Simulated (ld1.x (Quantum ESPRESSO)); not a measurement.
**Pseudopotential generation for Pr (part 2 of 2)**

The same run, continued: praseodymium (Pr, Z = 59), core [Kr] 4d10, reference valence 4f3 5s2 5p6 5d0.5 6s1.5 6p0, valence charge 13. Method: TM potential, LDA (PZ), scalar-relativistic, made with ld1.x (Quantum ESPRESSO) 7.5.

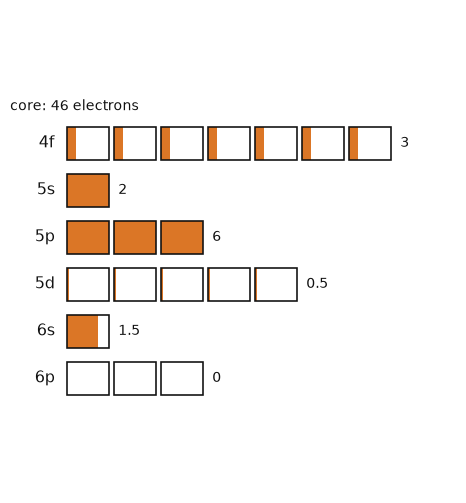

The valence shells of the reference configuration: a box for each of the 2l + 1 orbitals, shaded by the share of the shell that is filled, with the electron count at the right.

**Output of the test run (extracts), continued**
```
     ---------------------- Testing the pseudopotential ----------------------

     Pr
     scalar relativistic calculation

     atomic number is 59.00   valence charge is 13.00
     dft =PZ   lsd =0 sic =0 latt =0  beta=0.20 tr2=1.0E-14
     mesh =1255 r(mesh) =  99.23220 xmin = -7.00 dx = 0.01250

     n l     nl             e AE (Ry)        e PS (Ry)    De AE-PS (Ry)
     4 3     4F   1( 2.00)       -2.21399       -2.22123        0.00724  !
     1 0     5S   1( 2.00)       -4.83743       -4.83816        0.00072
     2 1     5P   1( 6.00)       -3.46865       -3.47501        0.00636  !
     3 2     5D   1( 0.00)       -1.76873       -1.78398        0.01525  !
     2 0     6S   1( 0.00)       -1.54521       -1.54521        0.00000
     3 1     6P   1( 0.00)       -1.18767       -0.35630       -0.83137  !

     eps = 7.8E-16  iter = 14

     Etot =  -18458.372598 Ry,   -9229.186299 Ha, -251138.953124 eV
     Etotps =  -119.717470 Ry,     -59.858735 Ha,   -1628.839153 eV
     dEtot_ae =       2.783598 Ry
     dEtot_ps =       2.832581 Ry,   Delta E=      -0.048984 Ry

     Ekin =      61.230192 Ry,      30.615096 Ha,     833.079200 eV
     Encl =    -159.493636 Ry,     -79.746818 Ha,   -2170.021468 eV
     Ehrt =      59.190381 Ry,      29.595191 Ha,     805.326160 eV
     Ecxc =     -41.928313 Ry,     -20.964156 Ha,    -570.463754 eV
     (Ecc =     -27.464860 Ry,     -13.732430 Ha,    -373.678458 eV)
     Epseu=     -38.716094 Ry,     -19.358047 Ha,    -526.759292 eV

     ---------------------- End of pseudopotential test ----------------------

     ---------------------- Testing the pseudopotential ----------------------

     Pr
     scalar relativistic calculation

     atomic number is 59.00   valence charge is 13.00
     dft =PZ   lsd =0 sic =0 latt =0  beta=0.20 tr2=1.0E-14
     mesh =1255 r(mesh) =  99.23220 xmin = -7.00 dx = 0.01250

     n l     nl             e AE (Ry)        e PS (Ry)    De AE-PS (Ry)
     4 3     4F   1( 3.00)       -0.18963       -0.54090        0.35127  !
     1 0     5S   1( 2.00)       -2.96387       -3.31903        0.35516  !
     2 1     5P   1( 6.00)       -1.66962       -2.02409        0.35447  !
     3 2     5D   1( 0.00)       -0.22580       -0.29354        0.06774  !
     2 0     6S   1( 1.00)       -0.31361       -0.62899        0.31538  !
     3 1     6P   1( 1.00)       -0.13454       -0.13454        0.00000

     eps = 9.6E-15  iter = 30

     Etot =  -18461.038000 Ry,   -9230.519000 Ha, -251175.217765 eV
     Etotps =  -122.298665 Ry,     -61.149332 Ha,   -1663.958105 eV
     dEtot_ae =       0.118196 Ry
     dEtot_ps =       0.251386 Ry,   Delta E=      -0.133190 Ry

     Ekin =      75.219880 Ry,      37.609940 Ha,    1023.418608 eV
     Encl =    -178.627573 Ry,     -89.313786 Ha,   -2430.351940 eV
     Ehrt =      75.828398 Ry,      37.914199 Ha,    1031.697915 eV
     Ecxc =     -43.743105 Ry,     -21.871552 Ha,    -595.155259 eV
     (Ecc =     -27.464860 Ry,     -13.732430 Ha,    -373.678458 eV)
     Epseu=     -50.976266 Ry,     -25.488133 Ha,    -693.567428 eV

     ---------------------- End of pseudopotential test ----------------------

     ---------------------- Testing the pseudopotential ----------------------

     Pr
     scalar relativistic calculation

     atomic number is 59.00   valence charge is 13.00
     dft =PZ   lsd =0 sic =0 latt =0  beta=0.20 tr2=1.0E-14
     mesh =1255 r(mesh) =  99.23220 xmin = -7.00 dx = 0.01250

     n l     nl             e AE (Ry)        e PS (Ry)    De AE-PS (Ry)
     4 3     4F   1( 2.00)       -1.08398       -2.22123        1.13725  !
     1 0     5S   1( 2.00)       -3.71591       -4.83816        1.12225  !
     2 1     5P   1( 6.00)       -2.36177       -3.47501        1.11323  !
     3 2     5D   1( 0.00)       -0.75207       -0.75207        0.00000
     2 0     6S   1( 2.00)       -0.71680       -0.71680        0.00000
     3 1     6P   1( 0.00)       -0.46199       -0.13860       -0.32339  !

     eps = 4.7E-15  iter = 29

     Etot =  -18460.642023 Ry,   -9230.321012 Ha, -251169.830221 eV
     Etotps =  -121.151079 Ry,     -60.575539 Ha,   -1648.344396 eV
     dEtot_ae =       0.514173 Ry
     dEtot_ps =       1.398972 Ry,   Delta E=      -0.884799 Ry

     Ekin =      59.796583 Ry,      29.898292 Ha,     813.573965 eV
     Encl =    -159.493637 Ry,     -79.746818 Ha,   -2170.021473 eV
     Ehrt =      59.190381 Ry,      29.595191 Ha,     805.326164 eV
     Ecxc =     -41.928313 Ry,     -20.964156 Ha,    -570.463755 eV
     (Ecc =     -27.464860 Ry,     -13.732430 Ha,    -373.678458 eV)
     Epseu=     -38.716094 Ry,     -19.358047 Ha,    -526.759297 eV

     ---------------------- End of pseudopotential test ----------------------

     ---------------------- Testing the pseudopotential ----------------------

     Pr
     scalar relativistic calculation

     atomic number is 59.00   valence charge is 13.00
     dft =PZ   lsd =0 sic =0 latt =0  beta=0.20 tr2=1.0E-14
     mesh =1255 r(mesh) =  99.23220 xmin = -7.00 dx = 0.01250

     n l     nl             e AE (Ry)        e PS (Ry)    De AE-PS (Ry)
     4 3     4F   1( 3.00)       -0.26773       -1.05042        0.78269  !
     1 0     5S   1( 2.00)       -3.04502       -3.83324        0.78822  !
     2 1     5P   1( 6.00)       -1.74922       -2.53371        0.78449  !
     3 2     5D   1( 0.00)       -0.28620       -0.37207        0.08586  !
     2 0     6S   1( 0.00)       -0.35533       -0.35533        0.00000
     3 1     6P   1( 2.00)       -0.16599       -0.03216       -0.13383  !

     eps = 8.1E-15  iter = 31

     Etot =  -18460.853756 Ry,   -9230.426878 Ha, -251172.710991 eV
     Etotps =  -121.398525 Ry,     -60.699263 Ha,   -1651.711078 eV
     dEtot_ae =       0.302440 Ry
     dEtot_ps =       1.151526 Ry,   Delta E=      -0.849086 Ry

     Ekin =      75.501703 Ry,      37.750851 Ha,    1027.252996 eV
     Encl =    -172.016808 Ry,     -86.008404 Ha,   -2340.407902 eV
     Ehrt =      69.951522 Ry,      34.975761 Ha,     951.738948 eV
     Ecxc =     -43.368784 Ry,     -21.684392 Ha,    -590.062369 eV
     (Ecc =     -27.464860 Ry,     -13.732430 Ha,    -373.678458 eV)
     Epseu=     -51.466158 Ry,     -25.733079 Ha,    -700.232751 eV

     ---------------------- End of pseudopotential test ----------------------

     ---------------------- Testing the pseudopotential ----------------------

     Pr
     scalar relativistic calculation

     atomic number is 59.00   valence charge is 13.00
     dft =PZ   lsd =1 sic =0 latt =0  beta=0.20 tr2=1.0E-14
     mesh =1255 r(mesh) =  99.23220 xmin = -7.00 dx = 0.01250

     n l     nl             e AE (Ry)        e PS (Ry)    De AE-PS (Ry)
     4 3     4F   1( 3.00)       -0.09929       -0.77632        0.67702  !
     1 0     5S   1( 1.00)       -2.85987       -3.53470        0.67484  !
     2 1     5P   1( 3.00)       -1.56403       -2.23509        0.67106  !
     3 2     5D   1( 0.50)       -0.14759       -0.76174        0.61415  !
     2 0     6S   1( 1.00)       -0.26125       -0.04374       -0.21751  !
     3 1     6P   1( 0.00)       -0.09423       -0.09423        0.00000
     4 3     4F   2( 0.00)        0.00122        0.00122        0.00000
     1 0     5S   2( 1.00)       -2.75883       -3.42451        0.66568  !
     2 1     5P   2( 3.00)       -1.47924       -2.14558        0.66634  !
     3 2     5D   2( 0.00)       -0.09897       -0.12866        0.02969  !
     2 0     6S   2( 0.50)       -0.22372       -0.00000       -0.22371  !
     3 1     6P   2( 0.00)       -0.07275       -0.07275        0.00000

     eps = 9.7E-15  iter = 66

     Etot =  -18461.260909 Ry,   -9230.630455 Ha, -251178.250595 eV
     Etotps =  -121.950189 Ry,     -60.975095 Ha,   -1659.216849 eV
     dEtot_ae =      -0.104713 Ry
     dEtot_ps =       0.599862 Ry,   Delta E=      -0.704575 Ry

     Ekin =      76.338247 Ry,      38.169124 Ha,    1038.634768 eV
     Encl =    -176.651174 Ry,     -88.325587 Ha,   -2403.461659 eV
     Ehrt =      73.910643 Ry,      36.955322 Ha,    1005.605531 eV
     Ecxc =     -43.812657 Ry,     -21.906328 Ha,    -596.101560 eV
     (Ecc =     -27.464860 Ry,     -13.732430 Ha,    -373.678458 eV)
     Epseu=     -51.735250 Ry,     -25.867625 Ha,    -703.893929 eV

     ---------------------- End of pseudopotential test ----------------------

     ---------------------- Testing the pseudopotential ----------------------

     Pr
     scalar relativistic calculation

     atomic number is 59.00   valence charge is 13.00
     dft =PZ   lsd =1 sic =0 latt =0  beta=0.20 tr2=1.0E-14
     mesh =1255 r(mesh) =  99.23220 xmin = -7.00 dx = 0.01250

     n l     nl             e AE (Ry)        e PS (Ry)    De AE-PS (Ry)
     4 3     4F   1( 3.00)       -0.14516       -0.00000       -0.14516  !
     1 0     5S   1( 1.00)       -2.90922       -0.55701       -2.35221  !
     2 1     5P   1( 3.00)       -1.60903       -0.00000       -1.60903  !
     3 2     5D   1( 0.00)       -0.16821       -0.16821        0.00000
     2 0     6S   1( 1.00)       -0.26830       -0.00000       -0.26830  !
     3 1     6P   1( 0.00)       -0.09666       -0.09666        0.00000
     4 3     4F   2( 0.00)       -0.02547       -0.02547        0.00000
     1 0     5S   2( 1.00)       -2.81623       -0.47239       -2.34384  !
     2 1     5P   2( 3.00)       -1.53622       -0.00000       -1.53622  !
     3 2     5D   2( 0.00)       -0.14243       -0.14243        0.00000
     2 0     6S   2( 1.00)       -0.25729       -0.00000       -0.25729  !
     3 1     6P   2( 0.00)       -0.09199       -0.09199        0.00000

     eps = 9.1E-03  iter =201

     Etot =  -18461.302443 Ry,   -9230.651221 Ha, -251178.815684 eV
     Etotps =   -47.177812 Ry,     -23.588906 Ha,    -641.886835 eV
     dEtot_ae =      -0.146246 Ry
     dEtot_ps =      75.372239 Ry,   Delta E=     -75.518485 Ry

     Ekin =      53.904845 Ry,      26.952422 Ha,     733.412774 eV
     Encl =     -85.136236 Ry,     -42.568118 Ha,   -1158.337500 eV
     Ehrt =      19.599580 Ry,       9.799790 Ha,     266.665873 eV
     Ecxc =     -35.546001 Ry,     -17.773001 Ha,    -483.627982 eV
     (Ecc =     -27.464860 Ry,     -13.732430 Ha,    -373.678458 eV)

     ---------------------- End of pseudopotential test ----------------------
```

**Key numbers**

- outcome: generated, with a ghost state; ld1.x warns of wrong node counts
- cutoffs needed: 180 Ry and 300 Ry (the cutoffs, on a coarse ladder, from which the occupation-weighted sum of valence levels, in a spherical-Bessel basis at the reference potential, stays within 10 and 1 mRy of its value at 400 Ry); ghost states and empty shells don't enter this sum
- ghost test: ghost state below the valence levels: s at -329.0 eV (spherical-Bessel basis up to 400 Ry, 20 bohr box)
- configuration tests: 5 of 9 tests not solved
- largest excitation error among the tests solved: -666 meV (all-electron minus pseudo) for 4f2 5s2 5p6 5d0 6s0 6p0
- range over which the phases arctan(r u′/u) at the test radius agree within 0.05 rad (a looser test near the poles than one of phase shifts): s: over the whole range computed; p: up to about 0.9 Ry; d: up to about 3.9 Ry; f: up to about 1.4 Ry
- hardware: 1 CPU thread, shared host
- wall time: 5.8 s

**Remarks**

The potential has a bound ghost state, so it can't be used as it stands. An excitation error of 666 meV in its own tests makes this a poorly transferable potential. ld1.x warns that it found 0 nodes in place of 1 for the p state with pseudo n = 3. It picks states by counting nodes, so it can end on another state than the one meant.
